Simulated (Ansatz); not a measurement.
**How methods differ on BH2SO (SMILES O[B]S)**

BH2SO: 5 atoms, total charge 0, spin state doublet. SMILES: `O[B]S`. The shape is that of a PBE0-D4/def2-TZVP optimisation. This is a higher conformer, about 7 kJ/mol above the lowest found by a separate search.

Quantity: the electronic atomisation energy, in eV. The values are calculated. Electronic energies at fixed atoms, without zero-point motion or spin-orbit coupling.

```tsv
level	kind	program	value (eV)	less CCSD(T)/STO-3G	CPU time (all runs)
UHF/STO-3G	Hartree–Fock	Ansatz	14.31	-2.28	0.25 s
U-revPBE/STO-3G	GGA	Ansatz	20.46	+3.87	3.1 s
UPBE/STO-3G	GGA	Ansatz	21.23	+4.64	3.2 s
U-r2SCAN/STO-3G	meta-GGA	Ansatz	20.67	+4.08	8.8 s
UPBE0/STO-3G	global hybrid	Ansatz	20.26	+3.67	2.7 s
U-wB97X/STO-3G	range-separated hybrid	Ansatz	19.82	+3.23	14 s
RPA@PBE/STO-3G	RPA	Ansatz	15.61	-0.98	3.8 s
UMP2/STO-3G	perturbation theory	Ansatz	16.37	-0.22	0.27 s
UCCSD(T)/STO-3G	coupled cluster or CI	Ansatz	16.59	0.00	0.55 s
UCCSD/STO-3G	coupled cluster or CI	Ansatz	16.48	-0.11	0.51 s
```

UCCSD(T)/STO-3G is the highest level here, not the true value. The values span 14.31 to 21.23 eV. All rows use very small basis sets, so even the best lies far from the true value. Times are those of the runs behind each value, whatever else they computed, on shared processors of several kinds: orders of magnitude only.

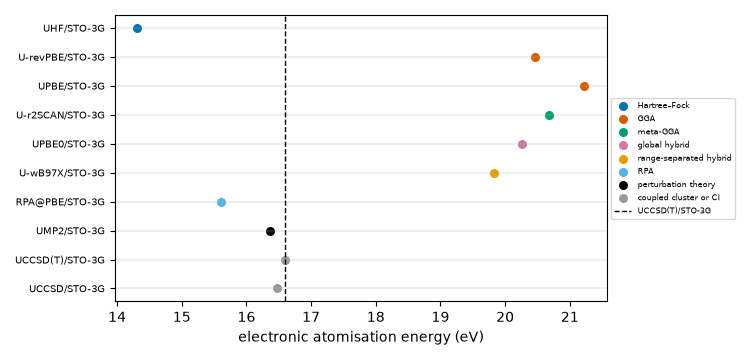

The values of the table, level by level.
